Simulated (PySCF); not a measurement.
CH4BrF3Si2, SMILES Br[SiH2][SiH2]C(F)(F)F, singlet at its GFN2-xTB optimised geometry (Å):

```
11

F      0.8671    -0.3993     0.0000
C     -0.4860    -0.3993     0.0000
F     -0.8526     0.9029     0.0000
F     -0.8671    -0.9029     1.1832
Si    -1.2098    -1.3560    -1.5255
Si    -0.3437    -0.2112    -3.3433
Br    -1.0988    -1.2591    -5.1573
H     -0.7459    -2.7281    -1.3164
H     -2.6565    -1.2809    -1.3176
H     -0.8165     1.1598    -3.5139
H      1.1080    -0.2582    -3.4932
```

Method: B3LYP/def2-TZVP (PySCF). Cells within 0.4 Å of a nucleus heavier than hydrogen are left out (blank, or x).

Map of the deformation density (molecule minus spherical neutral atoms) (e/bohr³) on the plane z = 0.0 Å:

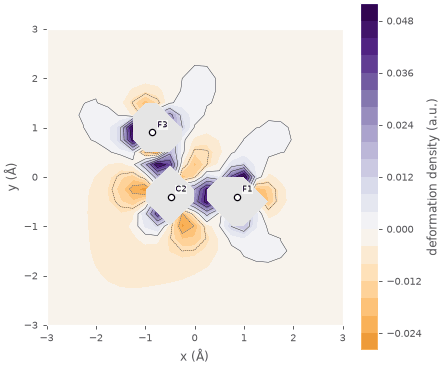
Figure. Deformation density (molecule minus spherical neutral atoms) (e/bohr³) on the plane z = 0.0 Å.
